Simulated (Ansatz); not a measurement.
# Run report: C3H4O2S, single-point calculation

- system: C3H4O2S, SMILES C#CS(C)(=O)=O
- method: RKS B3LYP-D4/def2-TZVPP (Ansatz 0.2.0)

The geometry comes from this level: PBE0-D4/def2-TZVP. Figures and captions count atoms from 1; the log counts them from 0 in places.

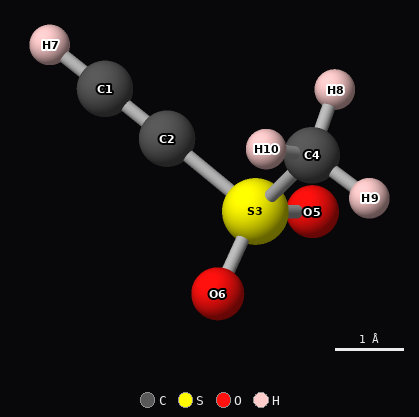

**Figure 1.** The structure (ball-and-stick view, seen at a tilt; atoms are numbered from 1 in the order of the input).

Summary

| quantity | value |
| --- | --- |
| outcome | converged |
| total energy | −18106.8315 eV |
| mean-field energy | −18106.4301 eV |
| dispersion energy | −0.4014 eV |
| SCF solution under orbital rotations | stable |
| HOMO | −8.46 eV |
| LUMO | −1.15 eV |
| largest force (length of the vector) | 0.412 eV/Å |
| dipole moment | 4.41 D |
| hardware | 4 threads of Arm Neoverse V2, 23 GiB of memory available, shared host |
| wall time | 4.1 s (CPU time 15 s) |
| peak memory | 0.74 GiB |

Input
```yaml
crystal:
  periodic: [false, false, false]
  atoms:
    - {symbol: C, position_ang: [1.580299, -0.595812, -1.732170]}
    - {symbol: C, position_ang: [0.750730, -0.043863, -1.063310]}
    - {symbol: S, position_ang: [-0.440552, 0.770520, -0.125034]}
    - {symbol: C, position_ang: [-0.614946, -0.320238, 1.248180]}
    - {symbol: O, position_ang: [-1.657530, 0.766324, -0.875516]}
    - {symbol: O, position_ang: [0.134198, 1.997941, 0.330352]}
    - {symbol: H, position_ang: [2.316687, -1.079601, -2.332177]}
    - {symbol: H, position_ang: [-0.960117, -1.289465, 0.892077]}
    - {symbol: H, position_ang: [-1.365259, 0.139404, 1.893940]}
    - {symbol: H, position_ang: [0.339488, -0.396412, 1.766458]}
basis:
  gaussian: {orbitals: def2-TZVPP}
hamiltonian: {xc: {name: B3LYP}, dispersion: d4}
output: {forces: true, orbitals: {seedname: orbitals}}
```

Run as:
```bash
ansatz run in.yaml --threads 4 --pin off --events-out ev --progress --plain --max-ram 10444MiB
```

Output
```
Functional definition: B3LYP
  name "B3LYP"
  cite "Stephens, Devlin, Chabalowski & Frisch, J. Phys. Chem. 98, 11623 (1994) doi:10.1021/j100096a001"
  cite "Becke, Phys. Rev. A 38, 3098 (1988) doi:10.1103/PhysRevA.38.3098"
  cite "Lee, Yang & Parr, Phys. Rev. B 37, 785 (1988) doi:10.1103/PhysRevB.37.785"
  cite "Vosko, Wilk & Nusair, Can. J. Phys. 58, 1200 (1980) doi:10.1139/p80-159"
  parameter a0 = 0.2
  parameter ax = 0.72
  parameter ac = 0.81
  exchange = (1 - a0 - ax)*slater_x + ax*b88_x + a0*exact_x
  correlation = (1 - ac)*vwn_rpa_c + ac*lyp_c
1374 factors; their error is unknown
mean field evaluation 1: about -18092.2399 eV, gradient 9.0e1 eV
mean field evaluation 2: about -18072.3449 eV, gradient 1.4e2 eV
mean field evaluation 4: about -18106.2178 eV, gradient 9.4e0 eV
mean field evaluation 8: about -18106.4156 eV, gradient 1.7e-1 eV
mean field evaluation 16: about -18106.4298 eV, gradient 5.5e-3 eV
mean field -18106.42979613 eV, -665.3990220288 hartree, gradient 2.5e-5 eV, S^2 0.000000; 0 other end points of the search recorded, 0 dependent functions left out
the calculation of the forces begins
reference -18106.43006790 eV, -665.3990320163 hartree; 27, 27 occupied and 226, 226 virtual orbitals, 1374 factors
Total energy: -18106.83148298 eV, -665.4137837485 hartree
Atom 0 at     1.580299    -0.595812    -1.732170 Å, force     0.051563    -0.031921    -0.043975 eV/Å
Atom 1 at     0.750730    -0.043863    -1.063310 Å, force     0.159467    -0.101119    -0.133724 eV/Å
Atom 2 at    -0.440552     0.770520    -0.125034 Å, force     0.114512    -0.089533    -0.078694 eV/Å
Atom 3 at    -0.614946    -0.320238     1.248180 Å, force    -0.054044    -0.177126     0.261346 eV/Å
Atom 4 at    -1.657530     0.766324    -0.875516 Å, force    -0.354856     0.004875    -0.209727 eV/Å
Atom 5 at     0.134198     1.997941     0.330352 Å, force     0.156908     0.356682     0.134641 eV/Å
Atom 6 at     2.316687    -1.079601    -2.332177 Å, force    -0.076144     0.050319     0.061715 eV/Å
Atom 7 at    -0.960117    -1.289465     0.892077 Å, force     0.023535     0.050551     0.044031 eV/Å
Atom 8 at    -1.365259     0.139404     1.893940 Å, force     0.046933    -0.050537    -0.018216 eV/Å
Atom 9 at     0.339488    -0.396412     1.766458 Å, force    -0.067874    -0.012193    -0.017395 eV/Å
Dipole moment:     0.394607    -0.797141     0.227859 e Å
```

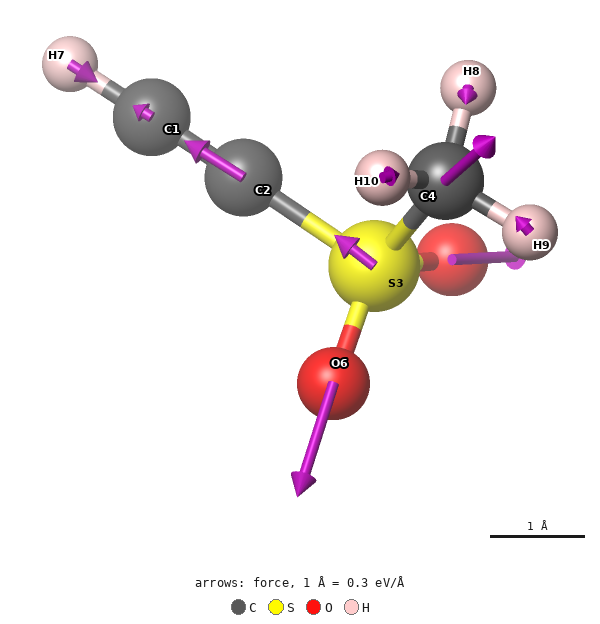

**Figure 2.** Forces on the atoms as pink arrows (ball-and-stick view, seen at a tilt; atoms are numbered from 1 in the order of the input). The largest act on O5, O6 (0.41 eV/Å); C4 (0.32 eV/Å); C2 (0.23 eV/Å); S3 (0.17 eV/Å). The geometry is not a stationary point of this energy.

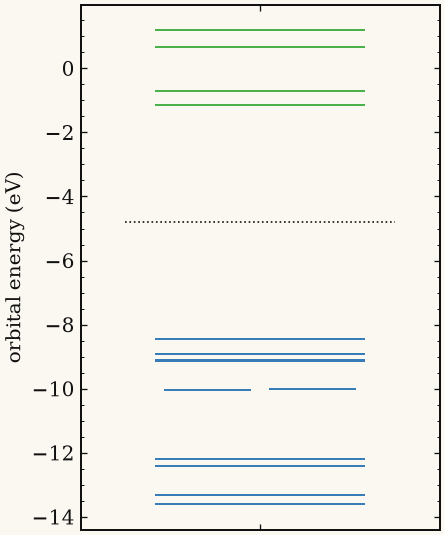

**Figure 3.** Orbital energies near the frontier; the dotted line parts filled from empty levels, and levels within 0.02 eV of each other stand side by side. Highest filled −8.46 eV, lowest empty −1.15 eV, 7.31 eV apart.

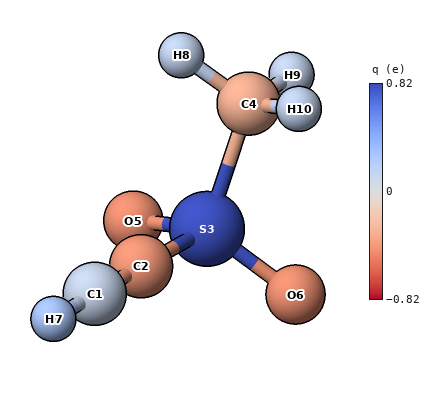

**Figure 4.** Mulliken charges, as the colour of each atom (ball-and-stick view, seen at a tilt; atoms are numbered from 1 in the order of the input). By element: C −0.41 to +0.11, S +0.78, O −0.43 and H +0.13 to +0.27 e.
